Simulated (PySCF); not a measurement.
Vertical excitations of a molecule F2H4OSi2 from TDDFT-PBE/def2-SVPD (PySCF 2.14.0), as energy in eV (oscillator strength): 7.27 (0.018), 7.35 (0.020), 7.48 (0.001), 7.57 (0.002), 7.59 (0.001), 7.75 (0.028), 8.23 (0.022), 8.30 (0.005), 8.45 (0.007), 8.52 (0.020). Lowest triplet (TDA): 6.96 eV. The structure is a stationary point at PBE0-D3(BJ)/def2-SVP. One conformer was computed; it need not be the lowest.

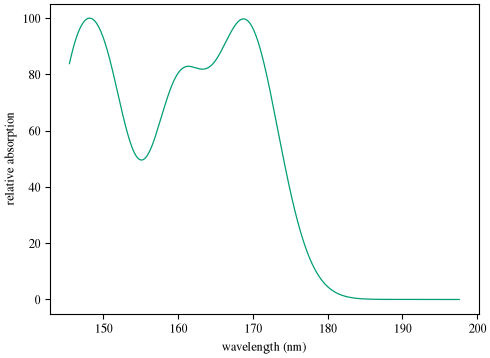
The lines broadened by 0.4 eV.

Problem. Which structure fits?
(A) O[Si](F)(F)[SiH3]
(B) F[SiH2]O[SiH2]F
(C) O[SiH2][SiH](F)F
(D) F[SiH](F)O[SiH3]

Solution. B, F[SiH2]O[SiH2]F
